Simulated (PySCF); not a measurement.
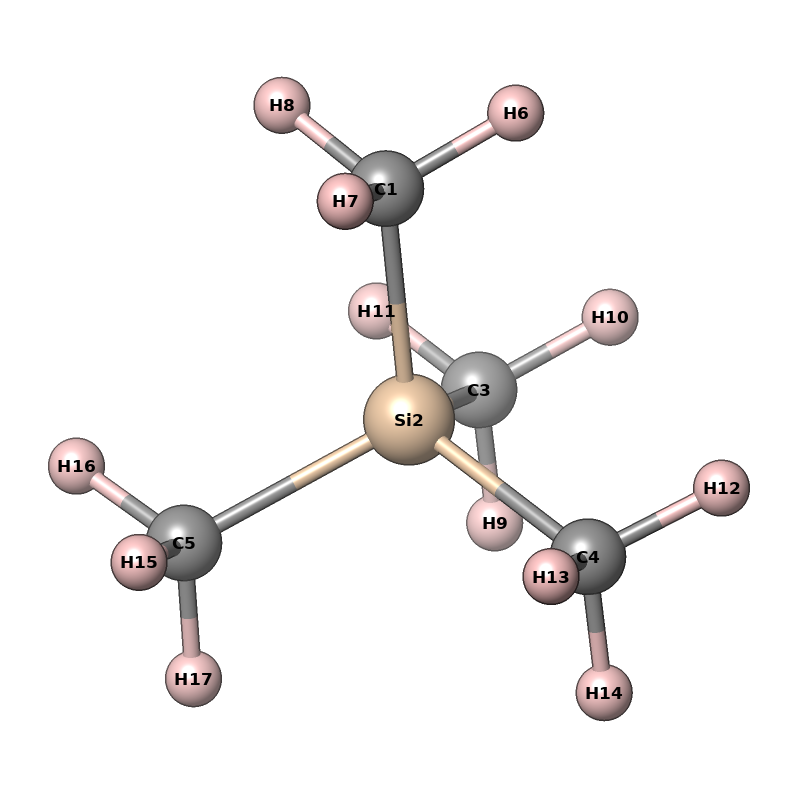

C3 lies behind Si2. The molecule seen a little off the Si2–C3 bond, Si2 in front. Atoms fade into the background with distance from the viewer. Computed geometry: PBE0-D3(BJ)/def2-SVP optimisation. No frequency run is at hand to confirm it as a minimum.

> What is the torsion angle C1–Si2–C3–H9? The sign is positive where the front bond must turn clockwise to cover the back bond.

180°, antiperiplanar (anti). The bonds about Si2–C3 are staggered.
